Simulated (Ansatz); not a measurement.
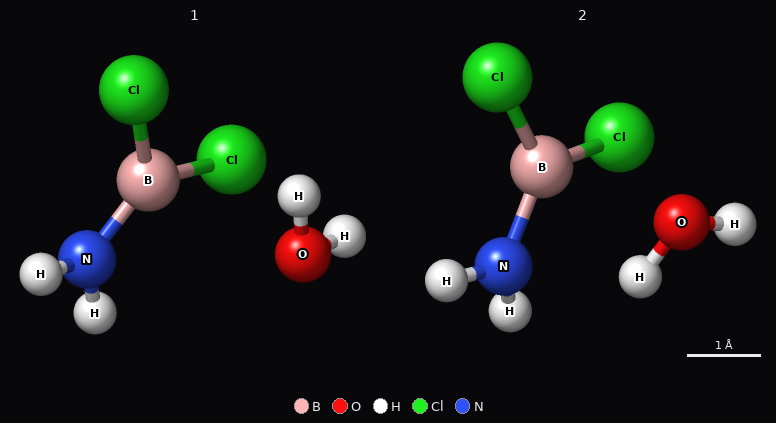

Two geometries of BNH₄OCl₂, drawn at one scale. One is the start of a relaxation, the other its converged end. The picture is a ball-and-stick view, seen at a tilt.

Theory: RKS r2SCAN-D4/6-31G* (Ansatz 0.2.0). Settings: no spin polarisation; force threshold 0.03 eV/Å; at most 50 steps.

### Which of the two is the end point?

Structure 1 is the relaxed one. The run prepares an end point of a later path (reaction) calculation, from a guessed geometry. The atom that moves furthest after the best rigid fit is an H atom (1.52 Å). Largest moves by element: H 1.52 Å, O 0.48 Å, N 0.44 Å, Cl 0.39 Å, B 0.21 Å. Some distances before and after: B–N 1.477 → 1.388 Å, B–Cl 1.758 → 1.781 Å, H–O 0.987 → 0.969 Å. Among the angles between lasting bonds that change: B–N–H 119.5° → 122.0°, B–N–H 119.7° → 122.0°, Cl–B–Cl 121.4° → 119.1°. After 35 accepted moves (44 points after the start) the energy has fallen by 3.79 kcal/mol. Largest force component: 2 eV/Å at the start, 0.0052 eV/Å at the end. The line search rejected the trial steps at points 2, 8, 11, 13, 15, 20, 29, 34 and more of the run. The forces were under the threshold at step 10, but the run went on from there. Cost: 2.3 min on 2 threads of Arm Neoverse V2, on a shared host, peak memory 0.17 GiB.

Limits of the set-up: the start holds two separate molecules, 2.3 Å apart at their closest, whose relative position is a soft coordinate.
